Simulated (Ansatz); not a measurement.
**C5H4FN: small, medium and large basis sets**

How large a basis does C5H4FN need? Two functionals are run in growing sets.

Program: Ansatz 0.2.0, Gaussian basis. Level of theory: one geometry, several basis sets. These are calculated values, not measurements.

Plan: PBE0-D4/def2-SVP; ωB97M-V/def2-SVP; PBE0-D4/def2-QZVPP; ωB97M-V/def2-QZVPP; the functionals' def2-TZVPP values are taken from earlier runs.

### Step 1. The geometry

The geometry comes from an earlier relaxation with PBE0-D4 in a triple-zeta def2 set; it is a stationary point, not always the lowest conformer.

11 atoms, charge 0, spin multiplicity 1.

Atoms are counted from 1 here; the program's logs count them from 0.

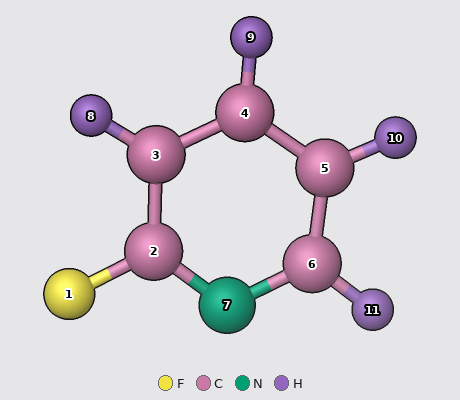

The geometry (fluorine yellow, carbon pink, nitrogen teal, hydrogen purple); atoms are numbered from 1 in the order of the file.

Geometry (Å):

| atom | x (Å) | y (Å) | z (Å) |
| --- | --- | --- | --- |
| F1 | -0.2848 | -2.7202 | -0.0875 |
| C2 | -0.1585 | -1.3956 | -0.1300 |
| C3 | 0.1234 | -0.7266 | 1.0519 |
| C4 | 0.2476 | 0.6468 | 0.9710 |
| C5 | 0.0876 | 1.2714 | -0.2595 |
| C6 | -0.1919 | 0.4832 | -1.3608 |
| N7 | -0.3147 | -0.8425 | -1.2998 |
| H8 | 0.2364 | -1.2719 | 1.9793 |
| H9 | 0.4674 | 1.2257 | 1.8606 |
| H10 | 0.1775 | 2.3452 | -0.3622 |
| H11 | -0.3248 | 0.9275 | -2.3425 |

### Step 2. PBE0-D4 in def2-SVP

File in.yaml:

```yaml
crystal:
  periodic: [false, false, false]
  atoms:
    - {symbol: F, position_ang: [-0.284781, -2.720208, -0.087493]}
    - {symbol: C, position_ang: [-0.158451, -1.395579, -0.129990]}
    - {symbol: C, position_ang: [0.123369, -0.726588, 1.051881]}
    - {symbol: C, position_ang: [0.247614, 0.646793, 0.970985]}
    - {symbol: C, position_ang: [0.087627, 1.271404, -0.259544]}
    - {symbol: C, position_ang: [-0.191855, 0.483163, -1.360787]}
    - {symbol: N, position_ang: [-0.314736, -0.842506, -1.299824]}
    - {symbol: H, position_ang: [0.236386, -1.271943, 1.979320]}
    - {symbol: H, position_ang: [0.467370, 1.225670, 1.860580]}
    - {symbol: H, position_ang: [0.177525, 2.345165, -0.362150]}
    - {symbol: H, position_ang: [-0.324767, 0.927529, -2.342477]}
basis:
  gaussian: {orbitals: def2-SVP}
hamiltonian: {xc: pbe0, dispersion: d4}
output: {orbitals: {seedname: orbitals}}
```

Command:

```console
$ ansatz run in.yaml --threads 4 --pin off --events-out ev --progress --plain --max-ram 10444MiB
```

Output:

```text
Functional definition: PBE0
  name "PBE0"
  cite "Adamo & Barone, J. Chem. Phys. 110, 6158 (1999) doi:10.1063/1.478522"
  cite "Perdew, Burke & Ernzerhof, Phys. Rev. Lett. 77, 3865 (1996) doi:10.1103/PhysRevLett.77.3865"
  parent pbe
  parameter a = 0.25
  parameter kappa = 0.804
  parameter beta = 0.06672455060314922
  exchange = (1 - a)*pbe_x(kappa = kappa, mu = beta*pi^2/3) + a*exact_x
  correlation = pbe_c(beta = beta)
1342 factors; their error is unknown
mean field evaluation 1: about -9434.0954 eV, gradient 4.6e1 eV
mean field evaluation 2: about -9433.1137 eV, gradient 5.2e1 eV
mean field evaluation 4: about -9439.3756 eV, gradient 2.8e0 eV
mean field evaluation 8: about -9439.3913 eV, gradient 8.2e-2 eV
mean field evaluation 16: about -9439.3707 eV, gradient 6.4e-5 eV
mean field -9439.37065100 eV, -346.8904731889 hartree, gradient 6.4e-5 eV, S^2 0.000000; 0 other end points of the search recorded, 0 dependent functions left out
reference -9439.37067376 eV, -346.8904740255 hartree; 25, 25 occupied and 93, 93 virtual orbitals, 1342 factors
Total energy: -9439.60261342 eV, -346.8989976508 hartree
```

Wall time 1.2 s (4 threads of Arm Neoverse V1, shared host); peak memory 0.27 GiB.

### Step 3. ωB97M-V in def2-SVP

Changes to in.yaml since step 2:

```diff
@@ -16,3 +16,3 @@
   gaussian: {orbitals: def2-SVP}
-hamiltonian: {xc: pbe0, dispersion: d4}
+hamiltonian: {xc: {name: wB97M-V}}
 output: {orbitals: {seedname: orbitals}}
```

Same command.

Output, cut to the lines that bear on the results:

```text
Functional definition: wB97M-V
  name "wB97M-V"
  cite "Mardirossian & Head-Gordon, J. Chem. Phys. 144, 214110 (2016) doi:10.1063/1.4952647"
  cite "Becke, J. Chem. Phys. 107, 8554 (1997) doi:10.1063/1.475007"
  cite "Vydrov & Van Voorhis, J. Chem. Phys. 133, 244103 (2010) doi:10.1063/1.3521275"
  # Of w^i u^j: cxij and so on, Table III.
[...]
  gx(w, u) = 1 - cx + cx01*u + cx10*w
  gss(w, u) = css00 + css04*u^4 + css10*w + css20*w^2 + css43*w^4*u^3
  gos(w, u) = cos00 + cos10*w + (cos20 + cos21*u)*w^2 + (cos60 + cos61*u)*w^6
[...]
      + integral(e_c_pw_mod_opposite_spin*gos(b97_w_opposite, b97_u_opposite)) + vv10(b, c)
1342 factors; their error is unknown
282 factors; integrals over basis functions are off by at most 8.6e-6 eV
[...]
mean field -9446.49200762 eV, -347.1521782178 hartree, gradient 4.2e-5 eV, S^2 0.000000; 0 other end points of the search recorded, 0 dependent functions left out
reference -9446.49204204 eV, -347.1521794828 hartree; 25, 25 occupied and 93, 93 virtual orbitals, 1342 factors
Total energy: -9446.49204204 eV, -347.1521794828 hartree
```

Wall time 4.5 s (4 threads of Arm Neoverse V1, shared host); peak memory 0.37 GiB.

### Step 4. PBE0-D4 in def2-QZVPP

Changes to in.yaml since step 3:

```diff
@@ -15,4 +15,4 @@
 basis:
-  gaussian: {orbitals: def2-SVP}
-hamiltonian: {xc: {name: wB97M-V}}
+  gaussian: {orbitals: "def2-QZVPP.json"}
+hamiltonian: {xc: pbe0, dispersion: d4}
 output: {orbitals: {seedname: orbitals}}
```

Same command.

Output:

```text
Functional definition: PBE0
  name "PBE0"
  cite "Adamo & Barone, J. Chem. Phys. 110, 6158 (1999) doi:10.1063/1.478522"
  cite "Perdew, Burke & Ernzerhof, Phys. Rev. Lett. 77, 3865 (1996) doi:10.1103/PhysRevLett.77.3865"
  parent pbe
  parameter a = 0.25
  parameter kappa = 0.804
  parameter beta = 0.06672455060314922
  exchange = (1 - a)*pbe_x(kappa = kappa, mu = beta*pi^2/3) + a*exact_x
  correlation = pbe_c(beta = beta)
1457 factors; their error is unknown
mean field evaluation 1: about -9441.7465 eV, gradient 6.3e1 eV
mean field evaluation 2: about -9438.3645 eV, gradient 7.3e1 eV
mean field evaluation 4: about -9450.3772 eV, gradient 5.5e0 eV
mean field evaluation 8: about -9450.4439 eV, gradient 3.8e-1 eV
mean field evaluation 16: about -9450.4440 eV, gradient 1.4e-4 eV
mean field -9450.44402931 eV, -347.2974123361 hartree, gradient 1.7e-5 eV, S^2 0.000000; 0 other end points of the search recorded, 0 dependent functions left out
reference -9450.44406465 eV, -347.2974136349 hartree; 25, 25 occupied and 494, 494 virtual orbitals, 1457 factors
Total energy: -9450.67600431 eV, -347.3059372603 hartree
```

Wall time 9.5 s (4 threads of Arm Neoverse V1, shared host); peak memory 1.9 GiB.

### Step 5. ωB97M-V in def2-QZVPP

Changes to in.yaml since step 4:

```diff
@@ -16,3 +16,3 @@
   gaussian: {orbitals: "def2-QZVPP.json"}
-hamiltonian: {xc: pbe0, dispersion: d4}
+hamiltonian: {xc: {name: wB97M-V}}
 output: {orbitals: {seedname: orbitals}}
```

Same command.

Output, cut to the lines that bear on the results:

```text
Functional definition: wB97M-V
  name "wB97M-V"
  cite "Mardirossian & Head-Gordon, J. Chem. Phys. 144, 214110 (2016) doi:10.1063/1.4952647"
  cite "Becke, J. Chem. Phys. 107, 8554 (1997) doi:10.1063/1.475007"
  cite "Vydrov & Van Voorhis, J. Chem. Phys. 133, 244103 (2010) doi:10.1063/1.3521275"
  # Of w^i u^j: cxij and so on, Table III.
[...]
  gx(w, u) = 1 - cx + cx01*u + cx10*w
  gss(w, u) = css00 + css04*u^4 + css10*w + css20*w^2 + css43*w^4*u^3
  gos(w, u) = cos00 + cos10*w + (cos20 + cos21*u)*w^2 + (cos60 + cos61*u)*w^6
[...]
      + integral(e_c_pw_mod_opposite_spin*gos(b97_w_opposite, b97_u_opposite)) + vv10(b, c)
1457 factors; their error is unknown
363 factors; integrals over basis functions are off by at most 1.3e-5 eV
[...]
mean field -9457.88244323 eV, -347.5707690058 hartree, gradient 7.4e-5 eV, S^2 0.000000; 0 other end points of the search recorded, 0 dependent functions left out
reference -9457.88249941 eV, -347.5707710702 hartree; 25, 25 occupied and 494, 494 virtual orbitals, 1457 factors
Total energy: -9457.88249941 eV, -347.5707710702 hartree
```

Run time: 22 s. Hardware: 4 threads of Arm Neoverse V1, shared host; peak memory 2.3 GiB.

### Step 6. Functionals by basis

The def2-TZVPP values come from earlier runs at the same geometry.

| functional | basis | functions | energy (eV) | from the largest (eV) | HOMO (eV) | LUMO (eV) |
| --- | --- | --- | --- | --- | --- | --- |
| PBE0-D4 | def2-SVP | 118 | -9439.6026 | 11.073 | -7.64 | -0.97 |
| PBE0-D4 | def2-TZVPP | 273 | -9450.1916 | 0.484 | -7.65 | -1.09 |
| PBE0-D4 | def2-QZVPP | 519 | -9450.6760 | 0.000 | -7.68 | -1.14 |
| ωB97M-V | def2-SVP | 118 | -9446.4920 | 11.390 | -9.71 | 1.19 |
| ωB97M-V | def2-TZVPP | 273 | -9457.4318 | 0.451 | -9.74 | 1.00 |
| ωB97M-V | def2-QZVPP | 519 | -9457.8825 | 0.000 | -9.76 | 0.92 |

### Step 7. Results

```
                                       quantity           value
PBE0-D4: double and triple zeta above quadruple  11.07, 0.48 eV
ωB97M-V: double and triple zeta above quadruple  11.39, 0.45 eV
```

**Reading.** For PBE0-D4 the step from double to triple zeta gains 10.59 eV and the next only 0.48 eV. Total energies overstate the basis error of differences, where much of it tends to cancel.

For PBE0-D4 the largest set took about 8 times as long as the smallest (9.5 s against 1.2 s).
